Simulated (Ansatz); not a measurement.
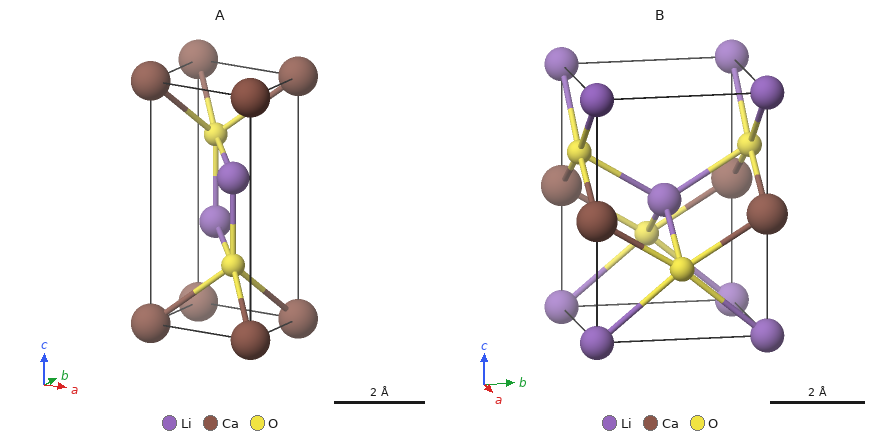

Two structures of Li$_{2}$CaO$_{2}$, each relaxed to rest (conventional cells in solid outline, small ones repeated, not to one scale). Method: Ansatz, DFT PBE, scalar-relativistic, plane waves, PAW, without spin polarisation.

Give the type and space group of each.

A: CaAl₂Si₂ type, P-3m1. B: 5 atoms a cell on a primitive tetragonal lattice, P-4m2.

Which polymorph is favoured?

A is lower, by 480 meV/atom at this level of theory (energies at zero smearing). Volumes: A 10.7, B 14.8 Å³/atom.

One or both may be structure types tried for this composition rather than known phases.
